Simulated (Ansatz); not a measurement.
# F₃GaH₃N: a ladder of functionals and wavefunction methods

How much do the methods differ for F₃GaH₃N? The plan is to run it at one geometry with functionals of several rungs and with coupled cluster. The yardstick is the atomisation energy at the CCSD(T) limit.

Program: Ansatz 0.2.0, Gaussian basis. Level of theory: functionals in def2-TZVPP, the program's frozen cores in correlated methods. These are calculated values, not measurements.

Plan: LDA (SPW92), PBE-D4, revPBE-D4, BLYP-D4, r2SCAN-D4, B97M-V, PBE0-D4, B3LYP-D4, r2SCANh-D4, r2SCAN0-D4, HSE06-D4, BHLYP-D4, CAM-B3LYP-D4, LC-ωPBE, ωB97X-V, ωB97M-V, B2PLYP, PBE-QIDH; CCSD(T)/def2-SVP; CCSD(T)/def2-TZVPP; MP2/def2-QZVPP; extrapolation to the limit; RPA on PBE.

**1. The geometry**

The geometry comes from an earlier relaxation with PBE0-D4 in a triple-zeta def2 set; it is a stationary point, not always the lowest conformer.

8 atoms, charge 0, spin multiplicity 1.

Atoms are counted from 1 here; the program's logs count them from 0.

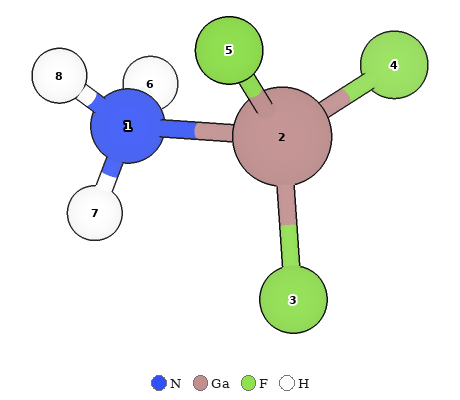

The geometry (nitrogen blue, gallium pink, fluorine green, hydrogen white); atoms are numbered from 1 in the order of the file.

Geometry (Å):

```
atom    x (Å)    y (Å)    z (Å)
  N1  -0.8677  -0.1048   0.4822
 Ga2   0.9155   0.0933  -0.5099
  F3   2.0169  -0.5519   0.6966
  F4   0.6021  -0.9094  -1.9176
  F5   0.9411   1.8314  -0.7614
  H6  -1.4939  -0.7086  -0.0412
  H7  -0.7141  -0.5102   1.4002
  H8  -1.3078   0.8031   0.5953
```

**2. LDA**

This LDA is Slater exchange with PW92 correlation.

Contents of in.yaml:

```yaml
crystal:
  periodic: [false, false, false]
  atoms:
    - {symbol: N, position_ang: [-0.867671, -0.104768, 0.482175]}
    - {symbol: Ga, position_ang: [0.915536, 0.093271, -0.509927]}
    - {symbol: F, position_ang: [2.016937, -0.551929, 0.696627]}
    - {symbol: F, position_ang: [0.602052, -0.909394, -1.917604]}
    - {symbol: F, position_ang: [0.941079, 1.831437, -0.761450]}
    - {symbol: H, position_ang: [-1.493897, -0.708606, -0.041206]}
    - {symbol: H, position_ang: [-0.714076, -0.510213, 1.400177]}
    - {symbol: H, position_ang: [-1.307759, 0.803102, 0.595310]}
basis:
  gaussian: {orbitals: def2-TZVPP}
hamiltonian: {xc: lda}
output: {orbitals: {seedname: orbitals}}
```

Command:

```console
ansatz run in.yaml --threads 4 --pin off --events-out ev --progress --plain --max-ram 10444MiB
```

Further steps of the session: PBE-D4 (GGA); revPBE-D4 (GGA); BLYP-D4 (GGA); r2SCAN-D4 (meta-GGA); B97M-V (meta-GGA); B3LYP-D4 (hybrid); r2SCANh-D4 (hybrid); r2SCAN0-D4 (hybrid); HSE06-D4 (hybrid); BHLYP-D4 (hybrid); CAM-B3LYP-D4 (range-separated); LC-ωPBE (range-separated); ωB97X-V (range-separated); ωB97M-V (range-separated); B2PLYP (double hybrid); PBE-QIDH (double hybrid); CCSD(T) in def2-SVP; CCSD(T) in def2-TZVPP; MP2 in def2-QZVPP; RPA on PBE orbitals.

**Question.** What will the summary of the whole plan be? Wanted: atomisation energy, CCSD(T)/CBS; farthest beyond LDA; mean size of error, GGA; mean size of error, meta-GGA; mean size of error, hybrid; mean size of error, range-separated; mean size of error, double hybrid; gap, smallest and largest; T1 diagnostic.

The runs gave:

| quantity | value |
| --- | --- |
| atomisation energy, CCSD(T)/CBS | 2841.2 kJ/mol |
| functionals within 28.4 kJ/mol (1.0 %) | PBE-D4, r2SCAN-D4, CAM-B3LYP-D4, LC-ωPBE, ωB97X-V |
| farthest beyond LDA | BHLYP-D4 (-166.6 kJ/mol) |
| mean size of error, GGA | 43.2 kJ/mol |
| mean size of error, meta-GGA | 34.1 kJ/mol |
| mean size of error, hybrid | 87.2 kJ/mol |
| mean size of error, range-separated | 18.8 kJ/mol |
| mean size of error, double hybrid | 54.5 kJ/mol |
| gap, smallest and largest | 6.50 eV (BLYP-D4), 14.65 eV (LC-ωPBE) |
| T1 diagnostic | 0.0127 |
| triples share of the correlation energy | 3.0 % |

In words: The LDA atomisation energy is off by 421.5 kJ/mol (15 %): it overbinds. PBE-D4 is off by +14.8 kJ/mol. Double hybrids carry the basis error of their MP2 part in triple zeta, and no dispersion term here, so their miss is partly the set-up's. Taken by rung, range-separated functionals do best (18.8 kJ/mol on average) and hybrid ones worst beyond LDA (87.2 kJ/mol). The mean of the hybrids holds BHLYP, with half exact exchange. Misses under about 28.4 kJ/mol are within the doubt on the reference itself, which lacks core-valence correlation, relativity and higher excitations, and its outer-core shells are covered unevenly. Hartree-Fock recovers 69 % of the binding; the rest is correlation. CCSD(T) in def2-SVP is off by -181.4 kJ/mol, which most functionals beat. The gap grows from 6.5 to 14.7 eV across the functionals, mostly with the share of exact exchange. Correlated methods include outer-core shells of Ga, which these sets cover unevenly.
